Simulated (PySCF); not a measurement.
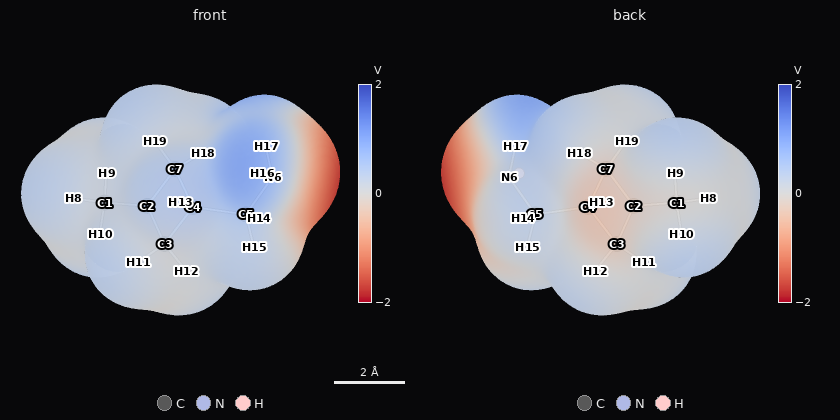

The picture shows: C₆H₁₂N (SMILES C[C]1CC(CN)C1) (doublet). The molecular electrostatic potential painted on the density surface at 0.001 e/bohr³, seen from the front and from behind; the colour scale runs from red (negative) to blue (positive).

Geometry: GFN2-xTB.

Level of theory: PySCF 2.14.0, density-fitted response routines, UKS B3LYP, pcH-1 on C H N, non-relativistic, mean-field spin-orbit, GIAO.

```xyz
19

C    -2.8286   -0.0494   -0.3718
C    -1.3561   -0.0129   -0.4264
C    -0.3815   -0.9934   -0.9868
C     0.6772   -0.4252   -0.0157
C     1.9212    0.1744   -0.6715
N     2.8484    0.8089    0.2494
C    -0.3633    0.5928    0.5076
H    -3.1952   -0.8005    0.3423
H    -3.2238    0.9166   -0.0597
H    -3.2416   -0.3060   -1.3475
H    -0.6343   -2.0497   -0.8456
H    -0.1312   -0.8543   -2.0433
H     0.9781   -1.1475    0.7477
H     1.6175    0.9274   -1.4045
H     2.4665   -0.6135   -1.2004
H     3.1782    0.1336    0.9321
H     2.3761    1.5490    0.7590
H    -0.1080    1.6381    0.3002
H    -0.6096    0.5208    1.5730
```

**Which sites attract a positive test charge, and which a negative one?**

A positive charge is drawn to the negative regions and a negative charge to the positive ones. The most negative region (about −1.7 V, or −39 kcal/mol for a unit charge) lies over N6, the most positive (about +1.0 V, or +23 kcal/mol for a unit charge) over H16 and H17. N6 is the likeliest acceptor of a hydrogen bond.
